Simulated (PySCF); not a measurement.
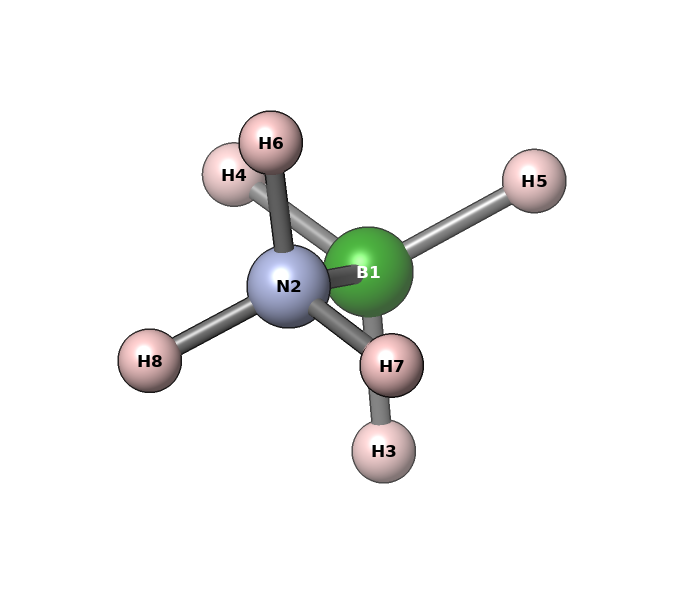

B1 lies behind N2. The molecule seen a little off the N2–B1 bond, N2 in front. Atoms fade into the background with distance from the viewer. The geometry was computed by an optimisation with PBE0-D3(BJ)/def2-SVP. No frequency run is at hand to confirm it as a minimum.

> What is the torsion angle H6–N2–B1–H3? The sign is positive where the front bond must turn clockwise to cover the back bond.

180°, antiperiplanar (anti). The bonds about N2–B1 are staggered.
